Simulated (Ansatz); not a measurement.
**BHLYP/cc-pVDZ run of BNH3F3 (SMILES [NH3+][B-](F)(F)F)**

What is the energy change on altering one bond length of BNH3F3 at BHLYP/cc-pVDZ? 

Program for the calculation: Ansatz 0.2.0.

83 further runs of the same task are left out: 83 set aside as unsound or not needed.

## (1) The molecule

BNH3F3 has 8 atoms, charge 0, and is taken as a singlet. SMILES: `[NH3+][B-](F)(F)F`. Geometry: relaxed at PBE0-D4/def2-TZVP.

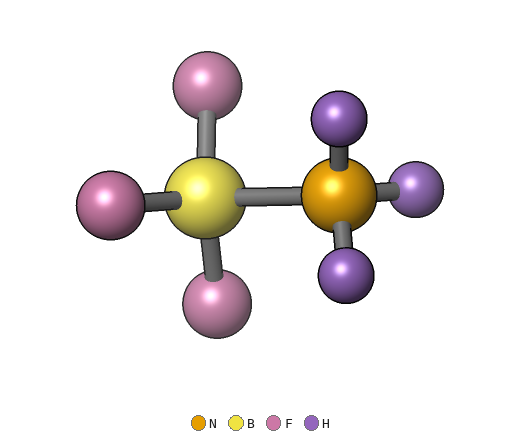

The structure, seen from a chosen angle (nitrogen amber, boron yellow, fluorine pink, hydrogen purple).

## (2) The energy at BHLYP/cc-pVDZ

in.yaml

```yaml
crystal:
  periodic: [false, false, false]
  atoms:
    - symbol: "N"
      position_ang: [-0.501800, -0.052400, 0.645700]
    - symbol: B
      position_ang: [0.531500, 0.038700, -0.668100]
    - symbol: F
      position_ang: [1.521100, -0.860400, -0.378100]
    - symbol: F
      position_ang: [-0.251400, -0.312100, -1.733900]
    - symbol: F
      position_ang: [0.943600, 1.343300, -0.679400]
    - symbol: H
      position_ang: [-1.280300, 0.587300, 0.522000]
    - symbol: H
      position_ang: [-0.006300, 0.194600, 1.496700]
    - symbol: H
      position_ang: [-0.864300, -0.996100, 0.739300]
basis:
  gaussian: {orbitals: cc-pVDZ}
hamiltonian: {xc: {name: BHLYP}}
accuracy: high
output: {orbitals: {seedname: orbitals}}
```

Run with:

```console
$ ansatz run in.yaml --threads 1 --pin off --max-ram 3480MiB --events-out events.jsonl --progress --plain --runs-dir runs
```

Log:

```text
Warning: RAYON_NUM_THREADS=1 ignored (pool sized by the plan → 1); use --threads N
Functional definition: BHLYP
  name "BHLYP"
  parameter a = 0.5
  exchange = (1 - a)*b88_x + a*exact_x
  correlation = lyp_c
1941 factors; integrals over basis functions are off by at most 3.2e-9 eV
mean field evaluation 1: about -10363.4557 eV, gradient 5.0e1 eV
mean field evaluation 2: about -10364.3689 eV, gradient 4.6e1 eV
mean field evaluation 4: about -10367.5196 eV, gradient 1.7e0 eV
mean field evaluation 8: about -10367.9347 eV, gradient 5.2e-2 eV
mean field evaluation 16: about -10367.9349 eV, gradient 1.9e-5 eV
mean field -10367.93486942 eV, -381.0145788127 hartree, gradient 4.6e-8 eV, S^2 0.000000; 0 other end points of the search recorded, 0 dependent functions left out
reference -10367.93489267 eV, -381.0145796670 hartree; 21, 21 occupied and 64, 64 virtual orbitals, 1941 factors
Total energy: -10367.93489267 eV, -381.0145796670 hartree
```

Run time: 8.4 s. Hardware: 1 thread of Arm Neoverse V1, shared host; peak memory 0.27 GiB.

## (3) The distorted shape at the same level

job.yaml

```yaml
crystal:
  periodic: [false, false, false]
  atoms:
    - {symbol: N, position_ang: [-0.898177, -0.249988, -0.035060]}
    - {symbol: B, position_ang: [0.135123, -0.158888, -1.348860]}
    - {symbol: F, position_ang: [1.124723, -1.057988, -1.058860]}
    - {symbol: F, position_ang: [-0.647777, -0.509688, -2.414660]}
    - {symbol: F, position_ang: [0.547223, 1.145712, -1.360160]}
    - {symbol: H, position_ang: [-1.676677, 0.389712, -0.158760]}
    - {symbol: H, position_ang: [-0.006300, 0.194600, 1.496700]}
    - {symbol: H, position_ang: [-1.260677, -1.193688, 0.058540]}
basis:
  gaussian:
    orbitals: cc-pVDZ
output: {orbitals: {seedname: orbitals}}
accuracy: high
hamiltonian:
  xc: {name: BHLYP}
```

Run with:

```console
$ ansatz run job.yaml --threads 1 --pin off --max-ram 3480MiB --events-out events.jsonl --progress --plain --runs-dir runs
```

Log:

```text
Warning: RAYON_NUM_THREADS=1 ignored (pool sized by the plan → 1); use --threads N
Functional definition: BHLYP
  name "BHLYP"
  parameter a = 0.5
  exchange = (1 - a)*b88_x + a*exact_x
  correlation = lyp_c
1932 factors; integrals over basis functions are off by at most 3.5e-9 eV
mean field evaluation 1: about -10357.6196 eV, gradient 5.4e1 eV
mean field evaluation 2: about -10355.2479 eV, gradient 6.3e1 eV
mean field evaluation 4: about -10363.3763 eV, gradient 3.5e0 eV
mean field evaluation 8: about -10363.7725 eV, gradient 4.0e-1 eV
mean field evaluation 16: about -10363.7729 eV, gradient 1.3e-4 eV
mean field -10363.77290537 eV, -380.8616294546 hartree, gradient 2.3e-8 eV, S^2 0.000000; 0 other end points of the search recorded, 0 dependent functions left out
reference -10363.77293012 eV, -380.8616303642 hartree; 21, 21 occupied and 64, 64 virtual orbitals, 1932 factors
Total energy: -10363.77293012 eV, -380.8616303642 hartree
```

It took 8.4 s on 1 thread of Arm Neoverse V1, shared host; peak memory 0.27 GiB.

## (4) Outcome

At BHLYP/cc-pVDZ:

```
                                                         quantity          value
                                        first shape: total energy  -381.01458 Eh
                                         first shape: HOMO energy      -11.90 eV
                                         first shape: LUMO energy        1.17 eV
                                       first shape: HOMO–LUMO gap       13.07 eV
                                    distorted shape: total energy  -380.86163 Eh
                                     distorted shape: HOMO energy      -11.52 eV
                                     distorted shape: LUMO energy       -3.55 eV
                                   distorted shape: HOMO–LUMO gap        7.97 eV
energy change with the N1–H7 bond stretched from 1.015 to 1.827 Å       4.162 eV
```

What this shows: With the N1–H7 bond stretched from 1.015 to 1.827 Å the energy rises by 4.16 eV (96 kcal/mol). The first shape isn't relaxed at this level, so the change isn't measured from a minimum.
